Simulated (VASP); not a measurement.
Given:

```xyz
3
Lattice="0.0000 3.2613 3.2613 3.2613 0.0000 3.2613 3.2613 3.2613 0.0000" Properties=species:S:1:pos:R:3 pbc="T T T"
Na     1.6307     1.6307     1.6307
Na     4.8920     4.8920     4.8920
S      0.0000     0.0000     0.0000
```

These are optB86b-vdW, VASP's PBE PAW potentials (set 64) (plane waves; VASP) values and carry that method's errors. Numerical set-up: 520 eV cut-off, 7×7×7 Γ-centred mesh, tetrahedra with Blöchl corrections, potentials Na_pv S.

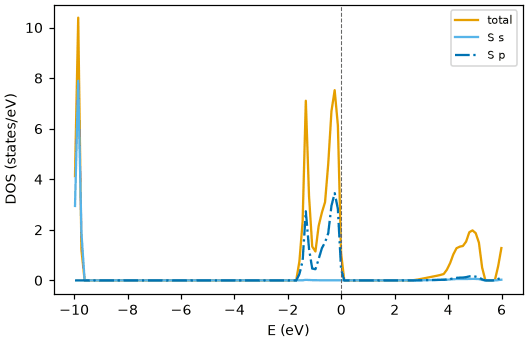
Figure: Total and projected density of states, zero at the valence-band maximum

Within 2 eV below the valence-band maximum the largest weight inside VASP's projection spheres is S p.

The gap is direct, 2.50 eV, from the valence maximum at Γ to the conduction minimum at Γ.

The compound is Na2S in the antifluorite structure. It was relaxed first.
